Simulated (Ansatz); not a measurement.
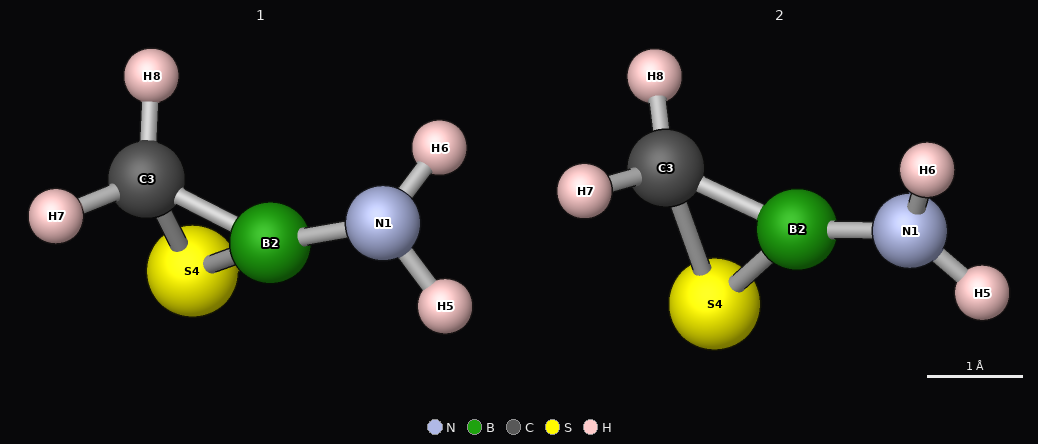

Two geometries of CH$_{4}$BNS (coarse preliminary run), drawn at one scale. One is the start of a relaxation, the other its converged end. A ball-and-stick model, seen at a tilt.

All numbers below come from Ansatz 0.2.0, RKS PBE-D4/def2-SVP. Set-up: force threshold 0.03 eV/Å; at most 200 steps.

**Which of the two is the end point?**

Structure 2 is the relaxed one. The start comes from a force field. H6 moves most after the best rigid fit: 0.93 Å. By element the largest moves are H 0.93 Å, S 0.39 Å, N 0.36 Å, B 0.28 Å, C 0.14 Å. Some distances before and after: C3–S4 1.643 → 1.900 Å, B2–S4 1.951 → 1.786 Å, N1–H5 1.103 → 1.020 Å, N1–B2 1.471 → 1.391 Å. Bond angles that change, for instance: B2–N1–H5 106.6° → 123.0°, C3–B2–S4 54.5° → 69.2°, B2–C3–S4 75.3° → 61.5°. Groups turn about B2–S4 by about 40°. Over 10 geometry steps the energy falls by 48.0 kcal/mol. The largest force component goes from 5.6 to 0.0063 eV/Å.
